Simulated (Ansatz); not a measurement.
Input file:

```
crystal:
  periodic: [false, false, false]
  atoms:
    - { symbol: In, position_ang: [0.025513, 0.585399, -0.462702] }
    - { symbol: Cl, position_ang: [-0.027999, 0.052998, 3.132038] }
    - { symbol: O, position_ang: [1.756119, -0.229093, -0.903952] }
    - { symbol: H, position_ang: [1.788335, -1.055529, -1.360986] }
    - { symbol: O, position_ang: [-1.768385, -0.092838, -0.889882] }
    - { symbol: H, position_ang: [-1.937012, -1.023194, -0.929324] }
    - { symbol: Br, position_ang: [0.13053, 2.933659, 0.617308] }
    - { symbol: H, position_ang: [0.027299, 1.349198, 2.866999] }
basis:
  gaussian: { orbitals: def2-SVP }
hamiltonian:
  xc: hf
relax:
  f_tol: 0.03
  max_steps: 50
output:
  orbitals: {}
```

Run with:

```sh
ansatz run input.yaml --threads 2 --pin off --max-ram 3072MiB --backend cpu --events-out ev --progress --plain --runs-dir out
```

The fields are those of the run's last geometry, not of the input's.

Core potentials replace the inner electrons of In.

Computed with RHF/def2-SVP (Ansatz).

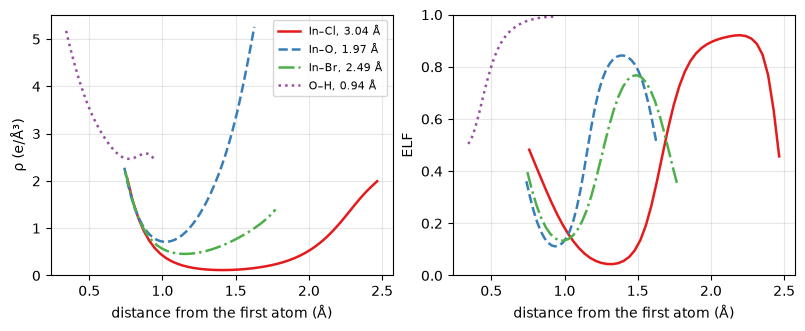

BrH2InO2···HCl. Electron density and ELF along straight lines between neighbouring atoms. The curves leave out the atomic cores.

> Compare the contacts.

In1···Cl2 (3.04 Å): the density falls to about 0.11 e/Å³ on the way; the ELF dips to about 0.05 between them.
In–O (1.97 Å): ρ is about 0.73 e/Å³ halfway; the ELF peaks at about 0.85 in the valence shell of O, 0.6 Å from its nucleus, and drops to about 0.10 between the two atoms.
In–Br (2.49 Å): ρ is about 0.48 e/Å³ halfway; the ELF peaks at about 0.75 in the valence shell of Br, 1.0 Å from its nucleus, and drops to about 0.15 between the two atoms.
O–H (0.94 Å): ρ is about 3.8 e/Å³ halfway; the ELF climbs to about 1 towards the hydrogen, as it does in any bond to H (a covalent bond by its length).
